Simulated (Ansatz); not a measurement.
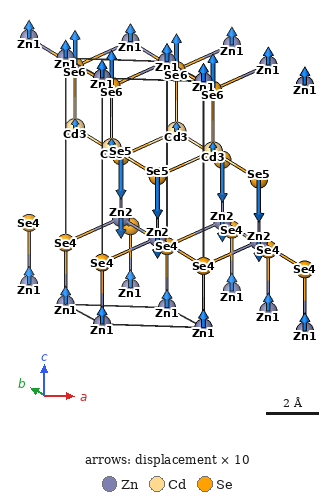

This is a relaxation of crystalline Zn$_{2}$CdSe$_{3}$ (a generated structure, set up in P3m1) (coarse preliminary run). The starting structure is drawn; blue arrows show the displacements (the part carried along by the change of the cell is left out), magnified 10 times.

The picture is a ball-and-stick view of the cell of the calculation, repeated 2 × 2 × 1 with one cell outlined, seen slightly off an axis.

Method: Ansatz 0.2.0, DFT PBE, scalar-relativistic, plane waves, PAW.

The input:
```yaml
crystal:
  lattice:
    - [4.02266027, 0.0, 0.0]
    - [-2.01133013, 3.48372598, 0.0]
    - [0.0, 0.0, 9.85346507]
  atoms:
    - { symbol: Zn, position: [0.0, 0.0, 0.0] }
    - { symbol: Zn, position: [0.66666667, 0.33333333, 0.33333333] }
    - { symbol: Cd, position: [0.33333333, 0.66666667, 0.66666667] }
    - { symbol: Se, position: [0.0, 0.0, 0.25] }
    - { symbol: Se, position: [0.66666667, 0.33333333, 0.58333333] }
    - { symbol: Se, position: [0.33333333, 0.66666667, 0.91666667] }
basis:
  ecutwfc: 420
kpoints:
  mp_grid: { grid: [6, 6, 2] }
hamiltonian:
  xc: pbe
scf:
  occupations: { method: gaussian, width: 0.1 }
  lower_state_search: "off"
output:
  forces: true
  stress: true
  eigenvalues: true
relax:
  adjacent_minimum: "off"
  f_tol: 0.04
  max_steps: 70
  cell: { stress_tol: 0.4 }
```

Command:
```bash
ansatz run input.yaml --threads 1 --pin off --max-ram 2560MiB --backend cpu --events-out ev --progress --plain --runs-dir out
```

Atoms of which element are displaced furthest, and by how much?

Answer. Selenium: up to 0.17 Å, against 0.09 Å for zinc.

Describe the change and its energy.

Answer. Se5 moves most relative to the cell: 0.17 Å along −c. By element the largest moves are Se 0.17 Å, Zn 0.09 Å, Cd 0.04 Å. The volume changes by +11.0 %, with a = b 4.023 → 4.155 Å (+3.3 %), c 9.853 → 10.256 Å (+4.1 %). Some distances before and after: Cd3–Se6 2.463 → 2.671 Å, Cd3–Se5 2.463 → 2.626 Å, Zn1–Se6 2.463 → 2.523 Å, Zn1–Se4 2.463 → 2.484 Å. Bond angles that change, for instance: Cd3–Se5–Cd3 109.5° → 104.6°, Se5–Cd3–Se5 109.5° → 104.6°, Zn2–Se5–Cd3 109.5° → 114.0°. The space group stays P3m1 (No. 156). Over 3 accepted moves (4 points after the start) the energy falls by 0.560 eV per cell of the calculation. Largest force component: 1.6 eV/Å at the start, 0.021 eV/Å at the end. Pressure: 7.84 GPa at the start and −0.04 GPa at the end. The SCF was repeated once at an unchanged geometry on a basis and grid sized afresh for the cell, which shifted the energy by 4.2 meV per cell of the calculation at most.
